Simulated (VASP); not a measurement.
Band structure of Au (fcc). Calculation: PBE GGA with D3 dispersion (Becke-Johnson damping), VASP's PBE PAW potentials (set 64) (plane waves; VASP 6.6.1).

Unless said otherwise, spin-orbit coupling is left out, though it shifts the bands of the heavy elements here.

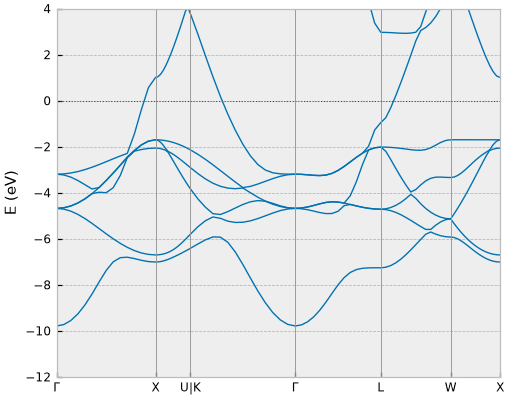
*Bands along high-symmetry lines, zero at the valence-band maximum or, without a gap, the Fermi level*

Read the plot: is there a gap, and where are the band edges?

It has no gap at this level: it comes out as a metal or semimetal. (Edges off the drawn lines would not show.)

The compound is Au in the fcc structure. It was relaxed first.
